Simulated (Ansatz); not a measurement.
# Sn3H: the cost of one run

Method: DFT PBE, scalar-relativistic, plane waves, PAW, in Ansatz 0.2.0.

1 further run of the same task is left out (it didn't finish).

### 1 The system as given

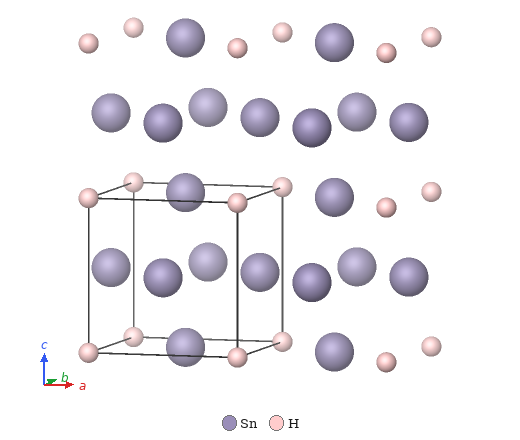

The starting structure, seen slightly off an axis (tin purple, hydrogen pink). 2×1×2 cells are drawn. Atoms on the faces are drawn again on the opposite ones.

Coordinates:

```
CELL_PARAMETERS angstrom
4.62716 0.00000 0.00000
0.00000 4.62716 0.00000
0.00000 0.00000 4.62716
ATOMIC_POSITIONS crystal
Sn 0.00000 0.50000 0.50000
Sn 0.50000 0.00000 0.50000
Sn 0.50000 0.50000 0.00000
H 0.00000 0.00000 0.00000
```

A structure generator made this guess: species swapped into a database cell of MnNi3 (Pm-3m, No. 221), with H on the Mn sites and Sn on the Ni sites. Its size is a rough estimate.

### 2 Probe: one point on a coarse mesh

The input, input.yaml:

```yaml
crystal:
  lattice:
    - [4.62715992, 0.0, 0.0]
    - [0.0, 4.62715992, 0.0]
    - [0.0, 0.0, 4.62715992]
  atoms:
    - { symbol: Sn, position: [0.0, 0.5, 0.5] }
    - { symbol: Sn, position: [0.5, 0.0, 0.5] }
    - { symbol: Sn, position: [0.5, 0.5, 0.0] }
    - { symbol: H, position: [0.0, 0.0, 0.0] }
basis:
  ecutwfc: 420
kpoints:
  mp_grid: { grid: [4, 4, 4] }
hamiltonian:
  xc: pbe
scf:
  occupations: { method: gaussian, width: 0.1 }
  lower_state_search: "off"
output:
  forces: true
  stress: true
  eigenvalues: true
```

Run with:

```bash
ansatz run input.yaml --threads 1 --pin off --max-ram 2560MiB --backend cpu --events-out ev --progress --plain --runs-dir out
```

What time and memory should one allow on 1 thread of Arm Neoverse V2, shared host?

About 1.2 s, with a peak of 0.31 GiB.
